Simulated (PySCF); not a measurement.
C$_{4}$H$_{5}$, doublet, SMILES `[CH]=CC=C`.

Computed with PySCF, PBE0/cc-pVDZ, geometry: GFN2-xTB. No frequency check shows the geometry to be a minimum. GFN2-xTB doesn't know the spin state, so this open-shell geometry is rough.

The calculation's input:

```python
import numpy as np
from pyscf import gto, scf, dft
from pyscf.scf import atom_ks, atom_hf
from scipy.linalg import block_diag

def solve(mol, dm0=None, hcore=None):
    mf = (dft.UKS if mol.spin else dft.RKS)(mol, xc='pbe0')
    mf.grids.level = 3
    mf = mf.density_fit(auxbasis='def2-universal-jkfit')
    mf.conv_tol, mf.max_cycle = 1e-8, 80
    if hcore is not None:
        mf.get_hcore = lambda *args: hcore
    mf.kernel(dm0)
    if not mf.converged:
        mf = mf.newton().run(mf.mo_coeff, mf.mo_occ, max_cycle=30)
    assert mf.converged, 'SCF not converged'
    return mf

mol = gto.M(atom='''
C      1.91031     0.02334     0.00000
C      0.68721    -0.41485     0.00000
C     -0.52060     0.41828     0.00000
C     -1.74622    -0.08625     0.00000
H      2.42561     0.95590     0.00000
H      0.48966    -1.48238     0.00000
H     -0.35641     1.48693     0.00000
H     -2.61850     0.54556     0.00000
H     -1.92456    -1.14915     0.00000
''', basis='cc-pvdz', charge=0, spin=1, verbose=4)
mf = solve(mol)
out = dict(e0=mf.e_tot, dm0=mf.make_rdm1(), c=mf.mo_coeff, occ=mf.mo_occ, eps=mf.mo_energy)
for name, dq, spin in [('cation', 1, 0), ('anion', -1, 0)]:
    ion = mol.copy().set(charge=mol.charge + dq, spin=spin).build()
    mi = solve(ion)
    if spin and dq > 0 and mol.nao < 130:
        c, _, stable, _ = mi.stability(return_status=True)
        if not stable:
            mi = solve(ion, mi.make_rdm1(c, mi.mo_occ))
    print(name, 'vertical energy change / eV', (mi.e_tot - mf.e_tot) * 27.211386)
    out.update({'e_' + name: mi.e_tot, 'dm_' + name: mi.make_rdm1(), 's2_' + name: mi.spin_square()[0], 'eps_' + name: mi.mo_energy, 'occ_' + name: mi.mo_occ})
# spherically averaged free atoms, for the promolecule
atm = atom_ks.get_atm_nrks(mol, xc='pbe0')
pro = block_diag(*[(atm[a[0]][2] * atm[a[0]][3]) @ atm[a[0]][2].T for a in mol._atom])
np.savez('result.npz', pro=pro, **out)
```

Run with:

```sh
OMP_NUM_THREADS=1 python input.py
```

The run took 61 s on 1 thread of Intel(R) Xeon(R) Processor @ 2.50GHz (Skylake/Cascade Lake), on a shared host, peak memory 0.39 GiB.

Partitions, critical points and surface values were worked out afterwards from this run's density.

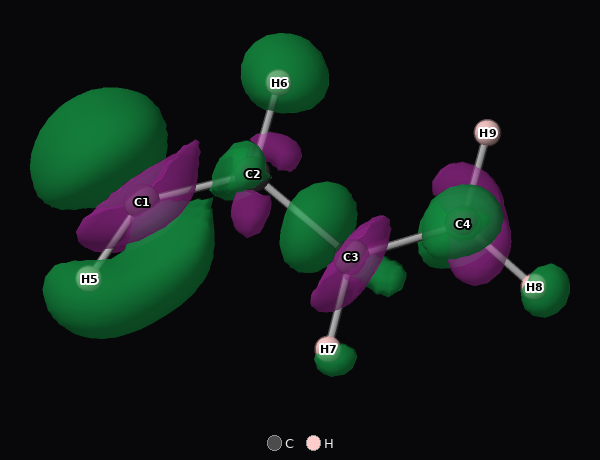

Fukui function f⁻ = ρ(N) − ρ(N−1) at fixed geometry, surfaces at ±0.04 e/Å³ (green positive, purple negative).

On which atoms does the density change most on removal of an electron?

f⁻ (Hirshfeld-condensed) is largest on C1 (0.35); the vertical ionisation energy is 9.23 eV (to the singlet cation, which needn't be its lowest state). Condensed values hint at sites of electrophilic attack but needn't mark the atom that reacts. Orbital relaxation makes it negative in places (0.27 e in all).
